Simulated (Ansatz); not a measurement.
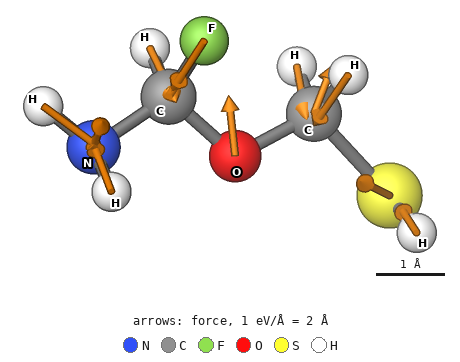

Starting geometry of C2H6FNOS with the computed forces as orange arrows. Style: ball-and-stick. Shown at a tilt.

The start comes from PBE-D4/def2-SVP.

Theory: RKS PBE0-D4/def2-TZVP in Ansatz 0.2.0.

Input
```yaml
crystal:
  periodic: [false, false, false]
  atoms:
    - {symbol: N, position_ang: [-0.522121, -2.108291, 0.017362]}
    - {symbol: C, position_ang: [0.316964, -0.981694, 0.068243]}
    - {symbol: F, position_ang: [1.153032, -0.853535, -1.086016]}
    - {symbol: O, position_ang: [-0.481668, 0.144266, 0.148732]}
    - {symbol: C, position_ang: [0.242655, 1.359900, 0.274857]}
    - {symbol: S, position_ang: [-0.866507, 2.744205, 0.646491]}
    - {symbol: H, position_ang: [0.022688, -2.969324, -0.088511]}
    - {symbol: H, position_ang: [-1.184745, -2.026986, -0.763534]}
    - {symbol: H, position_ang: [1.040567, -1.057285, 0.917881]}
    - {symbol: H, position_ang: [0.949928, 1.314868, 1.136729]}
    - {symbol: H, position_ang: [0.831004, 1.562487, -0.644061]}
    - {symbol: H, position_ang: [-1.424896, 2.816291, -0.594072]}
basis:
  gaussian: {orbitals: def2-TZVP}
hamiltonian: {xc: pbe0, dispersion: d4}
relax: {f_tol: 0.005, max_steps: 150}
```

Launched with:
```bash
ansatz run in.yaml --threads 4 --pin off --events-out ev --progress --plain --max-ram 10444MiB
```

Q: Is this structure relaxed? If not, where do the atoms go?

A: It isn't relaxed: the largest force vector, on S6, is 0.74 eV/Å. The final displacements have little in common with the starting forces (cosine between the two patterns 0.26). Over 8 geometry steps the energy falls by 5.46 kJ/mol. Largest force component: 0.6 eV/Å at the start, 0.0036 eV/Å at the end. The atom that moves furthest after the best rigid fit is H12 (0.11 Å). By element the largest moves are H 0.11 Å, F 0.08 Å, S 0.06 Å, C 0.04 Å, N 0.03 Å, O 0.01 Å. Some distances before and after: C5–S6 1.812 → 1.788 Å, C2–H9 1.119 → 1.098 Å, S6–H12 1.362 → 1.342 Å, C5–H11 1.110 → 1.091 Å. The run took 37 s on 4 threads of Arm Neoverse V2, with other jobs on the host.
